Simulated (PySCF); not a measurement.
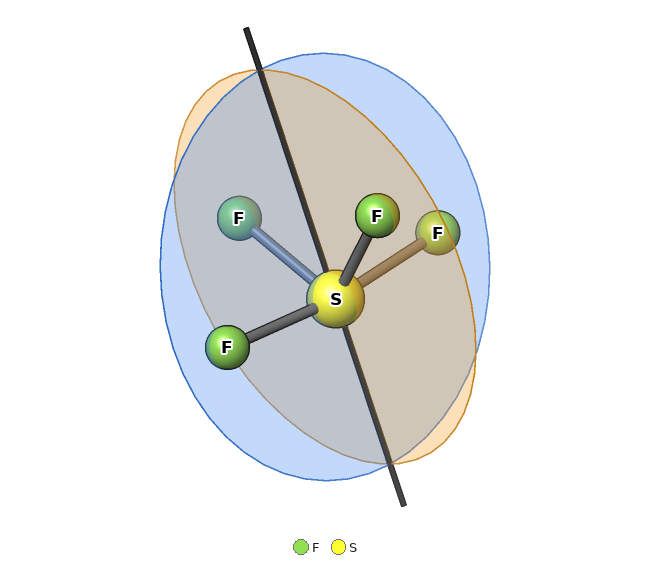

All proper rotation axes (lines) and mirror planes (discs) of the structure are drawn in. Atoms fade into the background with distance from the viewer. Computed geometry: PBE0-D3(BJ)/def2-TZVP optimisation. No frequency run is at hand to confirm it as a minimum.

### Name the symmetry elements and the point group.

It has 1 C2 axis and 2 mirror planes. Point group C2v. The group has 4 operations. The geometry is achiral, and symmetry allows a dipole moment.
